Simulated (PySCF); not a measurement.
**What a change does: NMR shielding calculation on Si₂H₆O**

System: Si₂H₆O (disiloxane), SMILES [SiH3]O[SiH3].
Method of the first run: GIAO PBE0/pcSseg-1 NMR shielding, non-relativistic, gas phase (PySCF 2.14.0).

The geometry comes from this level: GFN2-xTB. Text and figures count atoms from 1; the logs count them from 0 in places.

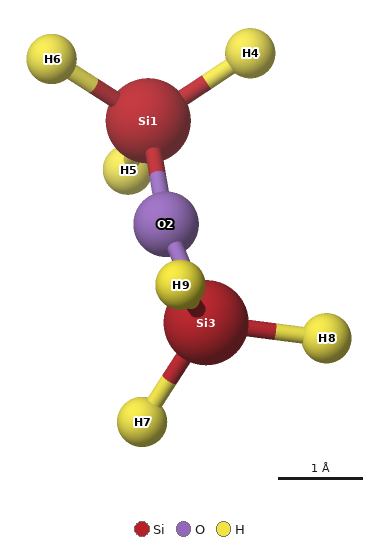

The structure as given in the input (ball-and-stick view, seen at an oblique angle; atoms are numbered from 1 in the order of the input).

**Input, the first run**
```
{"job": {"kind": "nmr", "xc": "PBE0", "basis": "pcSseg-1"}, "charge": 0, "multiplicity": 1}
Si    -1.592559    -0.217384     0.079980
O      0.020394    -0.105055     0.090803
Si     1.597316     0.209598    -0.077850
H     -2.121871     1.023532    -0.484002
H     -1.924369    -1.373643    -0.750796
H     -1.988900    -0.399895     1.474265
H      2.256533    -1.089486    -0.192186
H      1.759147     1.017997    -1.285234
H      2.007870     0.940329     1.119841
```

The first line tells a small driver script what to run in PySCF; the rest is the geometry in Å.

Launched with:
```bash
OMP_NUM_THREADS=1 python <driver script> task.json out
```

Hardware: 1 CPU thread, shared host.

**Output (the first run)**
```
coarse grid: 8056 points
cycle   1  E = -657.3848545241  dE =  1.002e-01  |g| = 7.480e-01  |ddm| = 2.629e+00
cycle   2  E = -657.1935511318  dE =  1.913e-01  |g| = 1.246e+00  |ddm| = 1.512e+00
cycle   3  E = -657.4800661418  dE = -2.865e-01  |g| = 5.588e-02  |ddm| = 1.100e+00
cycle   4  E = -657.4806831309  dE = -6.170e-04  |g| = 1.432e-02  |ddm| = 6.658e-02
cycle   5  E = -657.4807150259  dE = -3.189e-05  |g| = 8.179e-04  |ddm| = 1.561e-02
cycle   6  E = -657.4807152183  dE = -1.924e-07  |g| = 1.317e-04  |ddm| = 1.439e-03
final grid: 67296 points
cycle   7  E = -657.5071094093  dE = -3.164e-06  |g| = 6.258e-03  |ddm| = 7.800e-03
cycle   8  E = -657.5070999355  dE =  9.474e-06  |g| = 9.675e-03  |ddm| = 9.682e-03
cycle   9  E = -657.5071155963  dE = -1.566e-05  |g| = 2.547e-04  |ddm| = 6.201e-03
cycle  10  E = -657.5071156077  dE = -1.146e-08  |g| = 2.538e-05  |ddm| = 2.523e-04
cycle  11  E = -657.5071156078  dE = -1.090e-10  |g| = 4.734e-06  |ddm| = 3.246e-05
converged SCF energy = -657.5071156078

GIAO shielding tensors (ppm)
atom      isotropic    diamagn.    paramagn.     s11        s22        s33       span
  0 Si     392.594     879.428    -486.834    356.572    358.501    462.709    106.136
  1 O      348.926     396.783     -47.857    248.885    396.937    400.955    152.070
  2 Si     392.600     879.431    -486.830    356.391    358.716    462.694    106.303
  3 H       26.587      29.359      -2.772     23.360     25.123     31.278      7.918
  4 H       26.587      29.226      -2.639     23.280     25.091     31.391      8.111
  5 H       26.588      29.183      -2.595     23.268     25.088     31.407      8.139
  6 H       26.585      29.174      -2.589     23.272     25.084     31.399      8.127
  7 H       26.588      29.366      -2.777     23.353     25.126     31.286      7.934
  8 H       26.589      29.227      -2.638     23.284     25.092     31.391      8.107
```

For the second run the input was changed thus:
```diff
-"xc": "PBE0"
-"basis": "pcSseg-1"
+"xc": "B97-2"
+"basis": "Sadlej pVTZ"
+"pop": true
+"scf": {"guess": "vsap"
+"conv": 1e-07}
```

Predict how the results change.

The total energies belong to different models, so their difference says nothing on which is more stable or more accurate. The HOMO goes from −8.51 to −8.24 eV. The LUMO goes from 0.11 to −0.36 eV. The dipole moment goes from 0.17 to 0.13 D. Of all shieldings, the largest change is that of Si1 and Si3, by +14.6 ppm. The functional changes from PBE0 to B97-2. The SCF takes 10 iterations against 11. The basis functions go from 95 to 142.

**Output (the second run)**
```
final grid: 67296 points
cycle   1  E = -650.0878219747  dE =  7.000e+00  |g| = 3.671e+00  |ddm| = 1.573e+02
cycle   2  E = -637.4358853728  dE =  1.265e+01  |g| = 8.280e+00  |ddm| = 1.644e+02
cycle   3  E = -654.0296506720  dE = -1.659e+01  |g| = 3.821e+00  |ddm| = 4.734e+01
cycle   4  E = -656.7143767742  dE = -2.685e+00  |g| = 2.131e+00  |ddm| = 6.089e+00
cycle   5  E = -657.8543644411  dE = -1.140e+00  |g| = 2.797e-01  |ddm| = 3.328e+00
cycle   6  E = -657.8783391473  dE = -2.397e-02  |g| = 1.005e-01  |ddm| = 1.227e+00
cycle   7  E = -657.8803582609  dE = -2.019e-03  |g| = 1.084e-02  |ddm| = 1.743e-01
cycle   8  E = -657.8803796750  dE = -2.141e-05  |g| = 1.389e-03  |ddm| = 1.652e-02
cycle   9  E = -657.8803803121  dE = -6.371e-07  |g| = 5.196e-04  |ddm| = 4.319e-03
cycle  10  E = -657.8803803679  dE = -5.578e-08  |g| = 6.660e-05  |ddm| = 9.578e-04
converged SCF energy = -657.8803803679

GIAO shielding tensors (ppm)
atom      isotropic    diamagn.    paramagn.     s11        s22        s33       span
  0 Si     407.169     906.104    -498.934    373.897    376.745    470.865     96.968
  1 O      354.002     301.857      52.144    265.496    395.686    400.823    135.327
  2 Si     407.171     906.093    -498.922    373.723    376.941    470.849     97.126
  3 H       26.798      36.647      -9.849     23.376     25.421     31.597      8.221
  4 H       26.808      36.608      -9.800     23.322     25.410     31.693      8.371
  5 H       26.816      36.703      -9.887     23.284     25.452     31.711      8.427
  6 H       26.812      36.669      -9.857     23.287     25.446     31.703      8.416
  7 H       26.800      36.645      -9.845     23.369     25.426     31.607      8.238
  8 H       26.810      36.614      -9.804     23.326     25.411     31.693      8.367
```

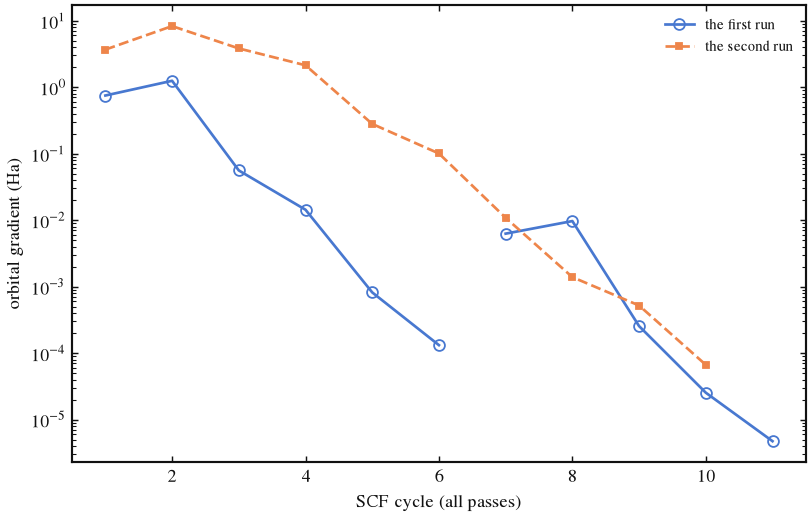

Convergence of the two runs: orbital gradient against the SCF cycle. A break in a curve parts two SCF passes (coarse and final grid). The first run takes 11 cycles in all, and the second run takes 10.

**The two runs side by side**

| quantity | the first run | the second run |
| --- | --- | --- |
| outcome | converged | converged |
| total energy (hartree) | −657.507116 | −657.880380 |
| HOMO (eV) | −8.51 | −8.24 |
| LUMO (eV) | 0.11 | −0.36 |
| dipole moment (D) | 0.17 | 0.13 |
| shielding of Si1 (ppm) | 392.6 | 407.2 |
| shielding of O2 (ppm) | 348.9 | 354.0 |
| shielding of Si3 (ppm) | 392.6 | 407.2 |
| shielding of H5 (ppm) | 26.6 | 26.8 |
| shielding of H6 (ppm) | 26.6 | 26.8 |
| shielding of H7 (ppm) | 26.6 | 26.8 |
| shielding of H9 (ppm) | 26.6 | 26.8 |
| SCF iterations | 11 | 10 |
| basis functions | 95 | 142 |
| wall time (shared host) | 12 s | 18 s |
